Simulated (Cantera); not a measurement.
A closed system holds: 1 mol C2F6, 0.2 mol HCl, equilibrated at 0.0450 bar.

Cantera equilibrium calculation (NASA polynomials, part measured and part estimated; ideal gas, pure solids and liquids). Candidate condensed phases: C, C6H6, C7H8, C8H18; 118 gas species. The feed counts by its element totals alone. Condensed phases not in the tables: fluorocarbon polymer. Gases not in the tables: C2F6 and larger saturated fluorocarbons. Kinetics and transport are ignored.

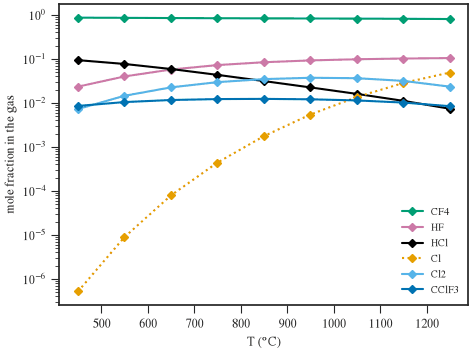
Figure. Equilibrium gas composition (values under 1e-9 drawn at 1e-9)

From 450 °C to 1250 °C the condensed part is C(graphite). The main C-bearing gas is CF4 throughout. The share of C in condensed phases is highest at 1250 °C (27.1 %) and lowest at 450 °C (25.3 %).
